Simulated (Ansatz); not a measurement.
Si2PbO3

Input file:

```
crystal:
  lattice:
    - [3.0810031982, 0.0, 0.0]
    - [-1.5405015991, 2.6682270387, 0.0]
    - [0.0, 0.0, 13.3127389239]
  atoms:
    - { symbol: Si, position: [0.6666666667, 0.3333333333, 0.1006547516] }
    - { symbol: Si, position: [0.3333333333, 0.6666666667, 0.8993452484] }
    - { symbol: Pb, position: [0.0, 0.0, 0.5] }
    - { symbol: O, position: [0.0, 0.0, 0.0] }
    - { symbol: O, position: [0.3333333333, 0.6666666667, 0.1538783063] }
    - { symbol: O, position: [0.6666666667, 0.3333333333, 0.8461216937] }
basis:
  ecutwfc: 420
kpoints:
  mp_grid: { grid: [12, 12, 4] }
hamiltonian:
  xc: pbe
scf:
  occupations: { method: gaussian, width: 0.1 }
output:
  forces: true
  stress: true
  eigenvalues: true
  write_density: true
  write_potential: true
  elf: true
  volumetric_format: npy
relax:
  adjacent_minimum: "off"
  f_tol: 0.01
  max_steps: 80
  cell: { stress_tol: 0.05 }
```

Launched as:

```sh
ansatz run input.yaml --threads 1 --pin off --max-ram 2048MiB --backend cpu --events-out ev --progress --plain --runs-dir out
```

Below, planes, directions and counts refer to the conventional cell (a = 3.08 Å, b = 3.08 Å, c = 13.31 Å, α = 90.00°, β = 90.00°, γ = 120.00°).

The fields are those of the relaxed geometry.

Space group P-3m1; a structure generated by program, which may or may not match a known phase.

Method: DFT PBE, scalar-relativistic, plane waves, PAW in Ansatz.

**Predict the valence pseudo-density and electron localisation function between the atoms.**

Si–O (1.91 Å): ρ is about 0.7 e/Å³ halfway; the ELF peaks at about 0.80 between the atoms.

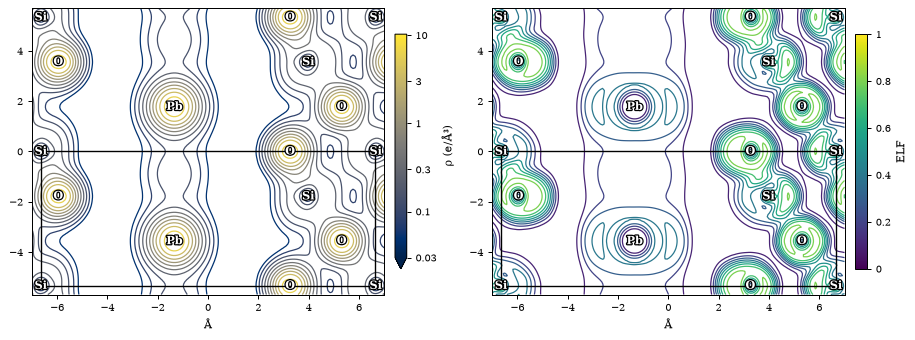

Computed valence pseudo-density and electron localisation function on the (110) plane of the conventional cell, in this order. 

In a PAW calculation such maps are meaningful between the atoms, not at the nuclei.
